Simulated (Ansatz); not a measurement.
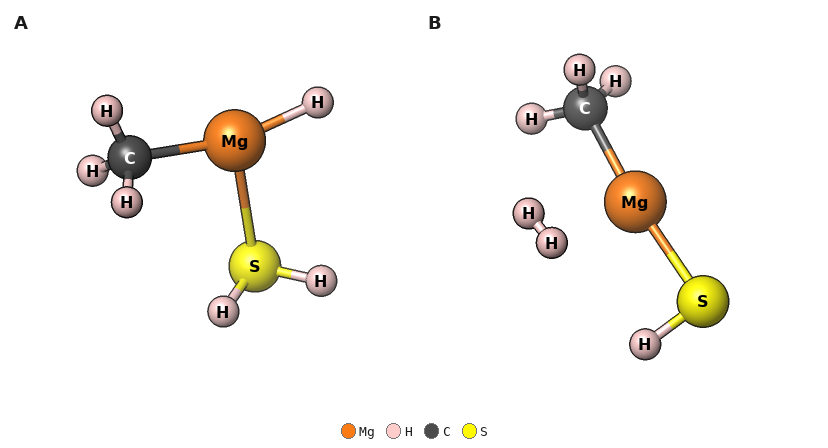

2 stationary structures of one formula. Geometries: PBE0-D4/def2-TZVP. Electronic energies: CCSD(T)/CBS (MP2 limit from def2-TZVPP and def2-QZVPP plus CCSD(T) − MP2) (Ansatz 0.2.0), without zero-point energy. Each is one conformer, not always the lowest.

Rank them by energy, lowest first.

Answer. B is lowest (a minimum); A lies 22.7 kcal/mol above it (a minimum).
